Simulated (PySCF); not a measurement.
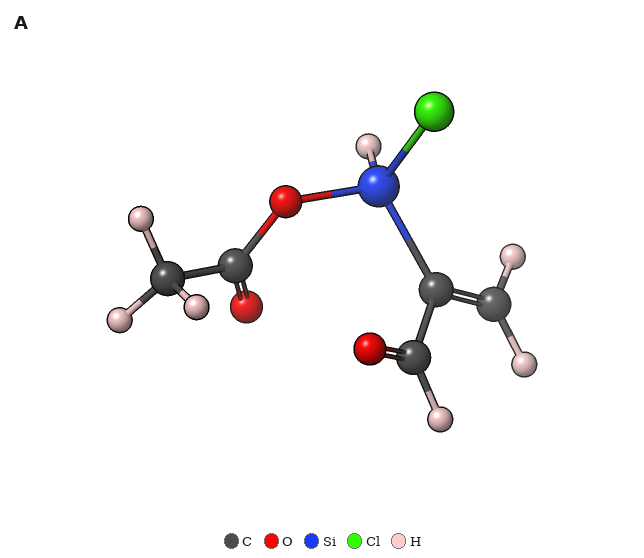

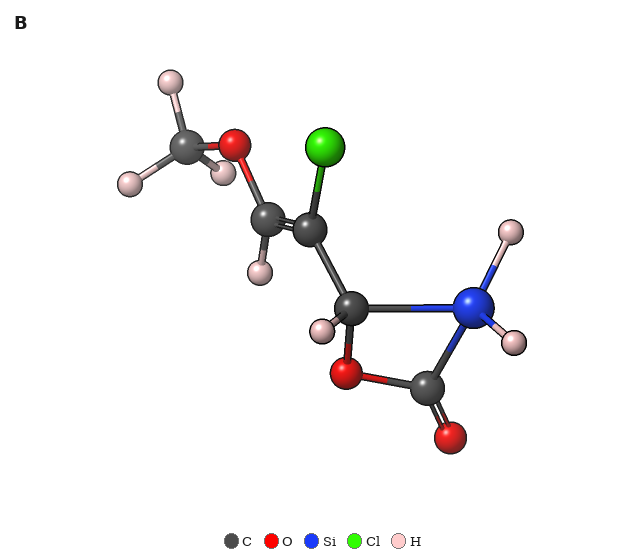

2 stationary structures of one formula. Geometries: GFN2-xTB. Electronic energies: PBE0/pcSseg-1 (PySCF 2.14.0), without zero-point energy. No frequency run is at hand to confirm each as a minimum. Each is one conformer, not always the lowest.

How are they related?

Answer. They are constitutional isomers of C5H7ClO3Si: A `C=C(C=O)[Si@H](Cl)OC(C)=O`, B `CO/C=C(\Cl)[C@H]1OC(=O)[SiH2]1`.

Which structure is the most stable?

Answer. A is lowest; B lies 91.2 kcal/mol above it.

The geometry is semi-empirical. Around Si such bond lengths and angles can be off by a tenth of an ångström or more and by several degrees, and values that hang on the shape move with them.
